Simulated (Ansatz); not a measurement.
# Dielectric function and optical constants of LiPS3, part 2 of 2

Wanted: where LiPS3 starts to absorb, how strongly, and its refractive index.

Ansatz 0.2.0; DFT, PBE, plane-wave PAW, default files, scalar-relativistic, independent-particle optical response without local fields.

So far. Step 2 (Ground state and bands): There is a gap, 1.85 eV on the path, so no carriers' term is needed. The cell is left with a pressure of 2.8 GPa and forces up to 0.77 eV/Å, as it stands unrelaxed at this level.

## Step 3: Spectrum

With the density converged, the vertical transitions are summed over the zone.

This step: DFT, PBE, plane-wave PAW, default files, scalar-relativistic, independent-particle optical response without local fields (Ansatz 0.2.0).

File input.yaml:

```yaml
crystal:
  lattice:
    - [5.5578, -3.5035, 0.0]
    - [5.5578, 3.5035, 0.0]
    - [-3.7957895619, 0.0, 5.3074392707]
  atoms:
    - { symbol: S, position: [0.6808, 0.6808, 0.0615] }
    - { symbol: S, position: [0.3192, 0.3192, 0.9385] }
    - { symbol: S, position: [0.8022, 0.8022, 0.6739] }
    - { symbol: S, position: [0.1978, 0.1978, 0.3261] }
    - { symbol: S, position: [0.7788, 0.2212, 0.5] }
    - { symbol: S, position: [0.2212, 0.7788, 0.5] }
    - { symbol: P, position: [0.8461, 0.8461, 0.4194] }
    - { symbol: P, position: [0.1539, 0.1539, 0.5806] }
    - { symbol: Li, position: [0.2407, 0.7593, 0.0] }
    - { symbol: Li, position: [0.7593, 0.2407, 0.0] }
kpoints:
  mp_grid: { grid: [4, 4, 4] }
scf:
  occupations: { method: fixed }
hamiltonian:
  xc: pbe
  pseudopotentials: { kind: paw }
output:
  optics:
    e_range: [0, 14]
    de: 0.05
    sigma: 0.15
    nscf_kmesh: { grid: [4, 4, 4] }
    bands: { spectra_wanted_up_to: 14 }
```

On the command line:

```console
ansatz run input.yaml --threads 4 --pin off --max-ram 8192MiB --backend cpu --events-out ev --progress --plain --runs-dir out
```

Numbers of over 12 decimals in the logs are rounded to 6 here.

The log of the run:

```text
[...]
Crystal: 10 atoms, lattice volume = 206.690 Å³
Basis set: ecut = 420 eV, 3981 PW (Γ)
Bands: 36, of which v1, the nominal top of the filled ones, is band 26 counted from 1 (25 counted from 0)
Symmetry: 4 space group operations
[...]
k-points: 24 of 64
[...]
SCF iter   1: F=—  HF=-7338.764250 eV  |F-HF|=—  |Δ(HF+E_count)|=         —  Δρ=1.49e-3  dr2=4.21e-3  ethr=1.77e-3  ⟨swp⟩=5.0  Hψ=3746  notcnv=0  defer=169
[...]
SCF iter  10: F=-7338.761327 eV  HF=-7338.761327 eV  |F-HF|=7.28e-12  |Δ(HF+E_count)|=  4.09e-11  Δρ=4.28e-8  dr2=5.28e-12  ethr=1.00e-12  ⟨swp⟩=13.5  Hψ=4493  notcnv=0
SCF 1 converged in 10 iterations: F = -7338.761327 eV  dr2 = 5.28e-12
[...]
NSCF: frozen V_eff on 24 k-points
[...]
output.optics: what the bands over the 82 summed would add to eps1, eps2 and the energy-loss function is held between a lower and an upper bound (8 Lanczos steps). eps1, eps2 and their loss function (loss_summed_bands) are given on every row as the summed bands alone make them. Along an axis, on a row where the two bounds hold the loss function to about 1 % of the greater of itself and 0.5 % of |1/eps|, its cell (loss_completed) is given, with the completed eps1 and eps2 that it is formed of (a cell that is left empty reads nan in the table and null in the record). The two bounds hold it so along every axis on all 281 rows up to 14.000 eV. [rest of the remark cut]
SCF converged after 10 iterations
Free energy (F): -7338.761327 eV
[...]
Internal energy: -7338.761327 eV  (E = F + TS)
E sigma→0 (E₀):  -7338.761327 eV
Fermi energy:    3.818099 eV
[...]
--- Band table (eV; the first three rows and the last of 24) ---
  k-point 0: bands = [... 22 lower, 3.0232, 3.2784, 3.3833, 3.8181, 6.0549, 6.5650, 7.0020, 7.7848, ... 6 higher]
  k-point 1: bands = [... 22 lower, 3.0406, 3.2101, 3.4074, 3.4249, 5.7978, 6.6555, 6.7530, 7.7489, ... 6 higher]
  k-point 2: bands = [... 22 lower, 3.0510, 3.1052, 3.1056, 3.1805, 5.6711, 6.5615, 6.6374, 7.9688, ... 6 higher]
  k-point 23: bands = [... 22 lower, 3.0466, 3.1116, 3.1118, 3.3390, 6.4197, 6.7626, 7.3942, 7.7586, ... 6 higher]
```

The job ended after 45 s (4 threads of Arm Neoverse V2, shared host; peak memory 1.8 GiB).

Read-outs, printed or worked out from the files:

* electronic dielectric constant ε∞, mean over x, y and z (by symmetry where fewer were run): 6.150
* absorption onset, first axis (α over 10⁴ cm⁻¹, or the direct gap if that lies higher): 2.237 eV
* main peak of Im epsilon, first axis: 7.478 eV
* photocurrent from vertical transitions in a film 500 nm thick on a perfect mirror (two passes), AM1.5G, no front reflection, all carriers collected: 9.804 mA/cm²
* least direct gap on the mesh: 2.237 eV
* bands summed: 82
* spectra valid up to: 18.64 eV
* program's estimate of the k-sum error in Im epsilon: 0.11 %
* electrons in the f-sum: 40.37

The Im ε has structure finer than the step of the table below, so its rows give means over 1 eV, whole bins alone (the curve runs from 0 to 14 eV). Peaks (eV: height): E ∥ x 3.4: 8.15, 7.5: 14.6; E ∥ y 3.7: 4.56, 8.3: 13.1; E ∥ z 3.5: 4.94, 5.3: 10.8, 8.2: 8.73.

Table of Im ε by photon energy; means over each step:

```csv
photon energy (eV),E ∥ x,E ∥ y,E ∥ z
1,0,0,0
2,0.396,0.316,0.161
3,5.06,2.16,2.74
4,6.16,3.39,4.04
5,5.62,2.50,8.16
6,4.54,3.51,6.31
7,9.27,5.93,6.80
8,8.56,9.68,8.08
9,4.84,7.43,5.87
10,3.38,4.52,3.74
11,2.09,2.86,2.10
12,1.34,1.77,1.39
13,0.951,1.08,1.05
```

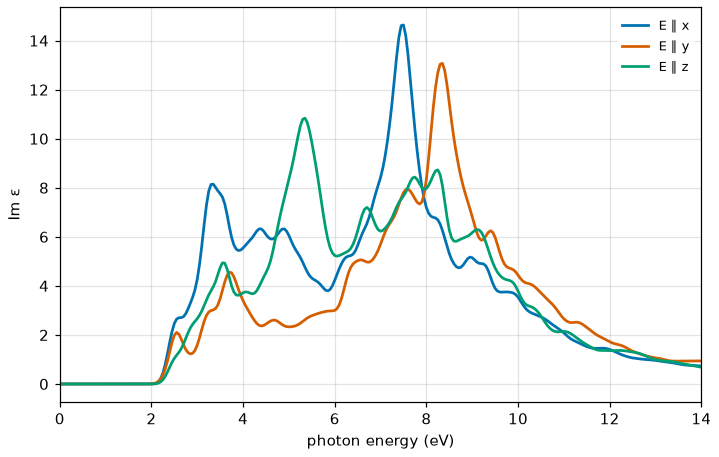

Im ε, plotted against photon energy.

Table of Re ε by photon energy:

```csv
photon energy (eV),E ∥ x,E ∥ y,E ∥ z
0,6.81,5.37,6.27
1,7.11,5.54,6.49
2,8.61,6.44,7.48
3,11.0,7.34,8.91
4,5.83,4.30,7.32
5,3.55,5.12,8.31
6,5.35,6.25,2.39
7,6.33,6.41,2.67
8,-3.17,5.94,0.687
9,-2.01,-2.77,-1.40
10,-2.52,-2.53,-2.96
11,-2.24,-2.43,-2.07
12,-1.53,-1.91,-1.43
13,-1.05,-1.31,-1.20
14,-0.733,-0.882,-0.822
```

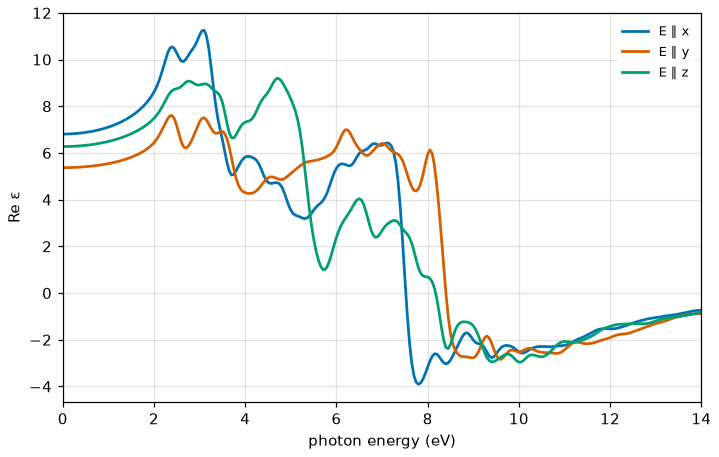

Re ε against photon energy.

Table of loss function −Im 1/ε at q → 0 by energy loss; read off at these points:

```csv
energy loss (eV),E ∥ x,E ∥ y,E ∥ z
1.0,0,0,0
2.0,3.0e-5,1.3e-4,1.6e-5
3.0,0.0305,0.0282,0.0308
4.0,0.0857,0.113,0.0552
5.0,0.123,0.0736,0.0602
5.4,0.144,0.0690,0.0838
6.0,0.0909,0.0624,0.158
7.0,0.0758,0.0775,0.136
8.0,0.116,0.0795,0.125
9.0,0.168,0.126,0.154
10.0,0.187,0.170,0.164
11.0,0.223,0.205,0.241
12.0,0.325,0.261,0.350
13.0,0.472,0.375,0.410
14.0,0.682,0.566,0.599
```

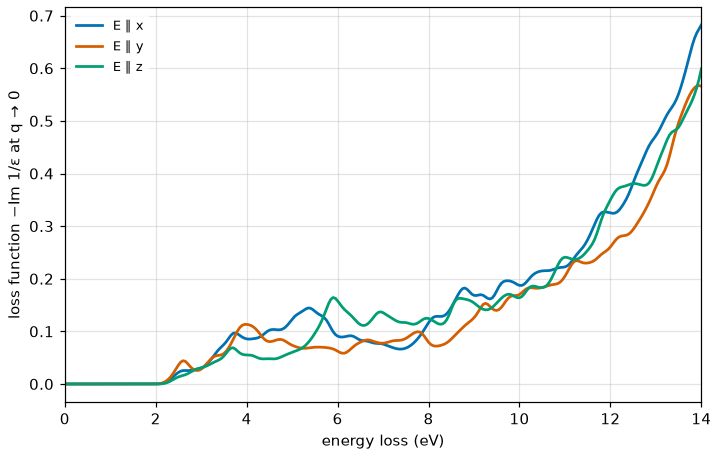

Loss function −Im 1/ε at q → 0 against energy loss.

Values under 1 per cm are given as 1. The absorption coefficient by photon energy:

```csv
photon energy (eV),E ∥ x (1/cm),E ∥ y (1/cm),E ∥ z (1/cm)
0.00,1,1,1
1.00,1,1,1
2.00,77.5,215,33.3
3.00,1.9e5,88580,1.3e5
4.00,4.3e5,3.1e5,2.7e5
5.00,6.7e5,2.5e5,6.7e5
6.00,5.2e5,3.6e5,7.9e5
7.00,1.0e6,7.4e5,1.0e6
8.00,1.9e6,1.2e6,1.6e6
9.00,1.8e6,2.1e6,1.8e6
10.00,1.9e6,2.0e6,2.0e6
11.00,1.8e6,1.9e6,1.8e6
12.00,1.6e6,1.8e6,1.6e6
13.00,1.5e6,1.6e6,1.5e6
14.00,1.3e6,1.5e6,1.4e6
```

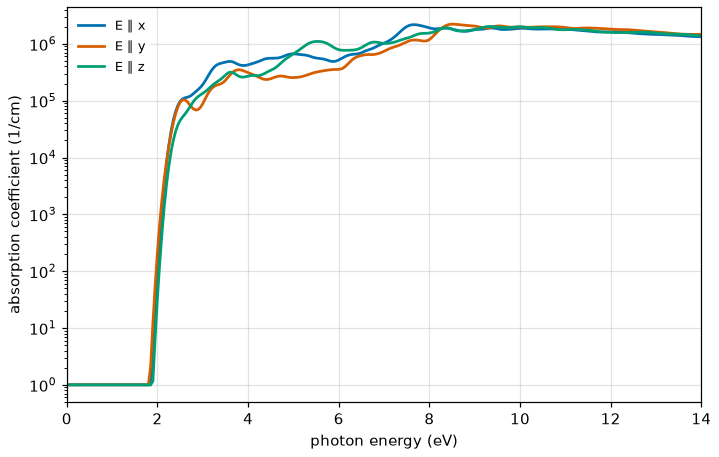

Absorption coefficient against photon energy.

The reflectivity at normal incidence has structure finer than the step of the table below, so its rows give means over 0.5 eV, whole bins alone (the curve runs from 0 to 14 eV). Peaks (eV: height): E ∥ x 3.25: 33.9, 7.75: 52.0, 11.15: 52.9; E ∥ y 3.65: 24.3, 8.60: 48.0, 12.55: 52.7; E ∥ z 5.40: 38.4, 8.40: 45.4, 10.65: 53.8, 12.95: 50.4.

Table of reflectivity at normal incidence by photon energy; means over each step:

```csv
photon energy (eV),E ∥ x (%),E ∥ y (%),E ∥ z (%)
0.5,20.1,15.9,18.6
1.0,20.7,16.3,19.1
1.5,21.8,17.2,19.9
2.0,24.4,19.1,21.7
2.5,28.1,21.1,24.7
3.0,31.2,21.6,26.3
3.5,31.3,23.4,26.6
4.0,26.6,19.3,24.5
4.5,27.3,17.3,28.1
5.0,26.6,17.8,33.9
5.5,21.7,19.8,37.1
6.0,22.6,22.0,26.8
6.5,26.9,25.4,27.8
7.0,33.4,27.2,29.2
7.5,46.9,31.0,32.7
8.0,48.8,34.3,37.7
8.5,46.0,46.7,42.4
9.0,42.1,46.0,40.9
9.5,46.1,45.0,47.3
10.0,47.0,45.3,49.3
10.5,48.6,47.0,52.1
11.0,51.8,49.2,50.6
11.5,51.6,49.2,52.8
12.0,49.6,51.0,48.2
12.5,50.4,52.3,47.0
13.0,47.7,51.2,49.8
13.5,46.9,47.2,48.8
```

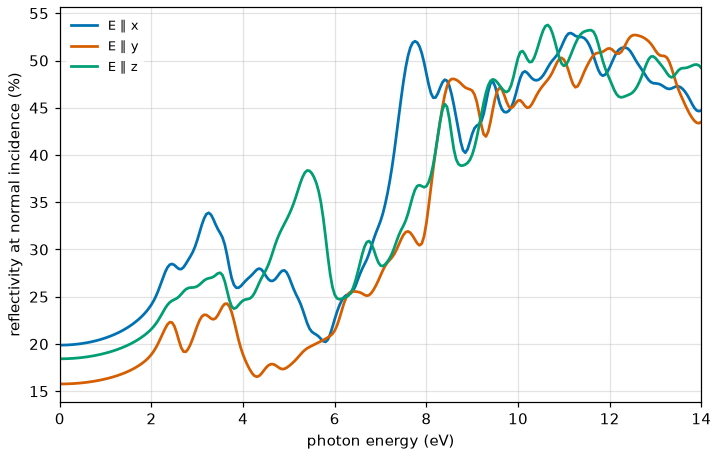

Reflectivity at normal incidence, plotted against photon energy.

From ε follow the optical constants at some laser and lamp lines:

```csv
wavelength (nm),n x,k x,R (%) x,1/α x,n y,k y,R (%) y,1/α y
1550,2.64,0.000,20.4,over 1 mm,2.34,0.000,16.1,over 1 mm
1064,2.69,0.000,21.0,over 1 mm,2.37,0.000,16.5,over 1 mm
800,2.76,0.000,22.0,over 1 mm,2.42,0.000,17.2,over 1 mm
405,3.43,0.736,32.0,44 nm,2.76,0.357,22.6,90 nm
365,3.04,1.319,32.7,22 nm,2.68,0.574,22.7,51 nm
308,2.64,1.060,26.5,23 nm,2.20,0.750,18.6,33 nm
248,2.30,1.317,27.1,15 nm,2.32,0.503,17.7,39 nm
```

Rows near the edge hang on the gap, which this functional as a rule makes too small, and phonon-assisted absorption is left out.

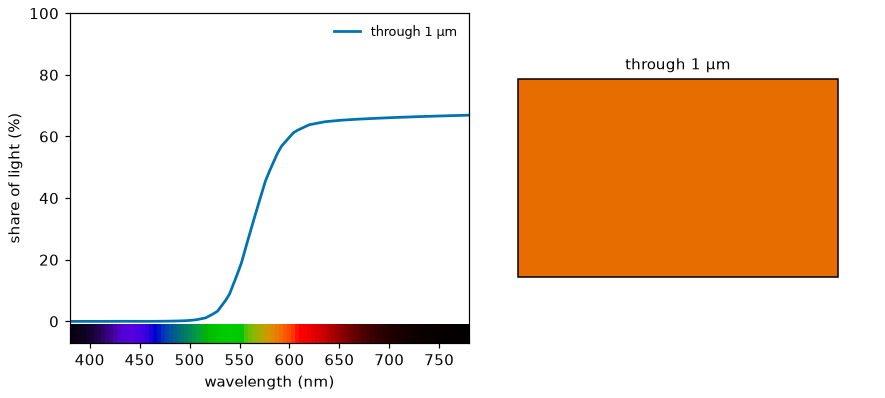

Light through 1 µm across the visible range, with the colour that it makes of daylight (sRGB).

A film 1 µm thick would pass 28 % of daylight and look orange in transmission (x = 0.577, y = 0.421). A larger true gap would move the edge to shorter wavelengths and change the colour.

The f-sum over the summed bands holds 40.4 of the cell's 52 electrons outside the frozen cores, 16 of which lie in bands more than 12 eV below the Fermi level, whose transitions come at higher energies. Up to 14 eV the strength has a mean oscillator energy of 6.4 eV, close to the main peak.

## Step 4: Static response with local fields

A static field by perturbation theory: the induced potential is included, and the Born charges come with it.

This step: DFT, PBE, plane-wave PAW, default files, scalar-relativistic, static field response by perturbation theory with local fields (Ansatz 0.2.0).

Edit input.yaml of step 3 so:

```diff
@@ -23,8 +23,2 @@
   pseudopotentials: { kind: paw }
-output:
-  optics:
-    e_range: [0, 14]
-    de: 0.05
-    sigma: 0.15
-    nscf_kmesh: { grid: [4, 4, 4] }
-    bands: { spectra_wanted_up_to: 14 }
+dielectric: {}
```

The log of the run:

```text
[...]
Crystal: 10 atoms, lattice volume = 206.690 Å³
Basis set: ecut = 420 eV, 3981 PW (Γ), exchange–correlation on 90×90×90 points (8 copies of the dense FFT grid, shifted against one another)
Bands: 36, of which v1, the nominal top of the filled ones, is band 26 counted from 1 (25 counted from 0)
Symmetry: 4 space group operations
k-points: 36 of 64 (irreducible under 1 space group operation, time reversal used)
[...]
SCF iter   1: F=—  HF=-7338.764471 eV  |F-HF|=—  |Δ(HF+E_count)|=         —  Δρ=1.49e-3  dr2=4.24e-3  ethr=1.77e-3  ⟨swp⟩=5.1  Hψ=5615  notcnv=0  defer=254
[...]
SCF iter   9: F=-7338.761296 eV  HF=-7338.761296 eV  |F-HF|=3.09e-11  |Δ(HF+E_count)|=  7.22e-10  Δρ=1.43e-7  dr2=4.43e-11  ethr=1.00e-12  ⟨swp⟩=12.3  Hψ=7857  notcnv=0
SCF 1 converged in 9 iterations: F = -7338.761296 eV  dr2 = 4.43e-11
[...]
DFPT response loops at Γ: preconditioner auto → Resta (q_TF=auto, 2.168 Å⁻¹)  ε∞=5.7 (no band partly filled); β = 1.00, the filter's whole step (`scf.mixing.beta` (0.50) is not read by the response loops at its default; to damp them type it under 1.00, their step now; it binds the ground state too); Broyden in place of MSR1
── the response to a field inside a basis, on 4×4×4 k-points: an SCF that follows is theirs, and a resumed run solves both again ──
Bands: 27, of which v1, the nominal top of the filled ones, is band 26 counted from 1 (25 counted from 0)
k-points: 20 of 64
[...]
Eigensolver: Dense (20 Hₖ)
SCF iter   1: F=—  HF=-7338.717297 eV  |F-HF|=—  |Δ(HF+E_count)|=         —  Δρ=1.57e-4  dr2=1.41e-5  ethr=1.00e-1
[...]
SCF iter   3: F=-7338.717320 eV  HF=-7338.717320 eV  |F-HF|=1.43e-8  |Δ(HF+E_count)|=   7.14e-6  Δρ=5.11e-6  dr2=7.97e-8  ethr=8.57e-9
SCF 1 converged in 3 iterations: F = -7338.717320 eV  dr2 = 7.97e-8
[...]
SCF converged after 9 iterations
Free energy (F): -7338.761296 eV
[...]
Internal energy: -7338.761296 eV  (E = F + TS)
E sigma→0 (E₀):  -7338.761296 eV
Fermi energy:    3.818104 eV
[...]
--- Band table (eV; the first three rows and the last of 36) ---
  k-point 0: bands = [... 22 lower, 3.0232, 3.2784, 3.3833, 3.8181, 6.0549, 6.5650, 7.0020, 7.7848, ... 6 higher]
  k-point 1: bands = [... 22 lower, 3.0406, 3.2101, 3.4074, 3.4249, 5.7978, 6.6555, 6.7530, 7.7489, ... 6 higher]
  k-point 2: bands = [... 22 lower, 3.0510, 3.1052, 3.1056, 3.1805, 5.6711, 6.5615, 6.6374, 7.9688, ... 6 higher]
  k-point 35: bands = [... 22 lower, 3.0466, 3.1116, 3.1118, 3.3390, 6.4197, 6.7626, 7.3942, 7.7586, ... 6 higher]
--- Dielectric response (ions clamped): 3 representative field directions + reference, inside a basis on a mesh of 64 k-points (Σ response iterations 15) ---
  ε∞ (high-frequency dielectric tensor):
        6.017043    -0.000000     0.097423
       -0.000000     4.460873    -0.000000
        0.097423    -0.000000     5.044022
  Born effective charges Z* (e; rows j = field, columns β = displacement):
    site 0:
        -1.41615    0.00000   -0.63063
         0.00000   -0.75234    0.00000
        -0.61556    0.00000   -2.17130
    site 1:
        -1.41615    0.00000   -0.63063
         0.00000   -0.75234    0.00000
        -0.61556    0.00000   -2.17130
    site 2:
        -1.89593    0.00000    0.73749
         0.00000   -0.91360    0.00000
         0.14982    0.00000   -1.56094
    site 3:
        -1.89593    0.00000    0.73749
         0.00000   -0.91360    0.00000
         0.14982    0.00000   -1.56094
    site 4:
        -1.66873    0.00000   -0.13537
         0.00000   -0.51919    0.00000
        -0.26977    0.00000   -0.75746
    site 5:
        -1.66873    0.00000   -0.13537
         0.00000   -0.51919    0.00000
        -0.26977    0.00000   -0.75746
    site 6:
         3.85607   -0.00000    0.09745
        -0.00000    1.00318   -0.00000
         0.30482   -0.00000    3.13319
    site 7:
         3.85607   -0.00000    0.09745
        -0.00000    1.00318   -0.00000
         0.30482   -0.00000    3.13319
    site 8:
         1.12474   -0.00000   -0.06893
        -0.00000    1.18195   -0.00000
         0.43070   -0.00000    1.35650
    site 9:
         1.12474   -0.00000   -0.06893
        -0.00000    1.18195   -0.00000
         0.43070   -0.00000    1.35650
  Z* charge neutrality: 1.084e-2 e pre-enforcement
  solved inside a basis spanned on kpoints, on 4×4×4 k-points, its susceptibility summed on 8×8×8: ε∞ is read to err by 2.1e-2, Z* by 1.8e-2 e (field_mesh: kpoints solves on kpoints); Z* is corrected for what the basis lacks
```

The job ended after 61 s (4 threads; peak memory 1.7 GiB; 3.9 min of CPU time).

Numbers from this step:

* electronic dielectric constant ε∞, mean over x, y and z (by symmetry where fewer were run): 5.174

ε∞ with local fields:

```
6.02 0.00 0.10
0.00 4.46 0.00
0.10 0.00 5.04
```

Diagonal elements. Born, by row:

```csv
atom,Z*xx (e),Z*yy (e),Z*zz (e)
S1,-1.416,-0.752,-2.171
S2,-1.416,-0.752,-2.171
S3,-1.896,-0.914,-1.561
S4,-1.896,-0.914,-1.561
S5,-1.669,-0.519,-0.757
S6,-1.669,-0.519,-0.757
P7,3.856,1.003,3.133
P8,3.856,1.003,3.133
Li9,1.125,1.182,1.357
Li10,1.125,1.182,1.357
```

The principal values of the ε∞ with local fields are 4.46, 5.03 and 6.03.

## Step 5: Summary of results

```yaml
gap_on_the_path: 1.85 eV
least_direct_gap_on_the_path: 2.24 eV
electronic_dielectric_constant_eps_infinity_mean_over_x_y_and_z_by_symmetry_where_fewer_were_run_independent_particles: 6.15
absorption_onset_first_axis_alpha_over_1e4_cm_minus1_or_the_direct_gap_if_that_lies_higher: 2.24 eV
main_peak_of_im_epsilon_first_axis: 7.48 eV
photocurrent_from_vertical_transitions_in_a_film_500_nm_thick_on_a_perfect_mirror_two_passes_am1p5g_no_front_reflection_all_carriers_collected: 9.80 mA/cm²
electronic_dielectric_constant_eps_infinity_mean_over_x_y_and_z_by_symmetry_where_fewer_were_run_static_response_with_local_fields: 5.17
```

At this level (PBE, independent particles) LiPS3 has a mean ε∞ = 6.15 (5.17 with local fields) and n = 2.64 at 1550 nm (E ∥ x); absorption sets in near 2.2 eV, and Im ε peaks at 7.5 eV (E ∥ x). The gap is indirect (1.85 eV), so absorption without phonons can begin only at the direct gap of 2.24 eV. Absorption passes 10⁴ cm⁻¹ from the direct gap on, 2.24 eV, inside the visible range. Distinct maxima of Im ε, read by a parabola through the highest points, lie at 3.33 eV (8.2), 4.37 eV (6.3) and 7.48 eV (15) for E ∥ x. The static values by axis are 6.81 (x), 5.37 (y), 6.27 (z). The f-sum over the summed bands holds 40.4 of the cell's 52 electrons outside the frozen cores, 16 of which lie in bands more than 12 eV below the Fermi level, whose transitions come at higher energies. Up to 14 eV the strength has a mean oscillator energy of 6.4 eV, close to the main peak. A film 1 µm thick would pass 28 % of daylight and look orange in transmission (x = 0.577, y = 0.421). A larger true gap would move the edge to shorter wavelengths and change the colour. With local fields and the functional's kernel the static response is 5.17 against 6.15 for independent particles (-16 %). In the base spectrum excitons and phonon-assisted transitions are missing, and so are local fields; PBE gaps are as a rule too small, which pulls the onset down and ε∞ up. In the base run ε includes the program's bounded estimate of what the bands above those summed add.

[Logs are printed without paths, hosts, clocks, repeated set-up lines and the standing remarks that a program may print on its own settings, such as how far it seeks lower states.]

[Hosts, paths, dates, database ids (printed as entryN), source tags and the programs' standing remarks are cut or masked in the printed files.]
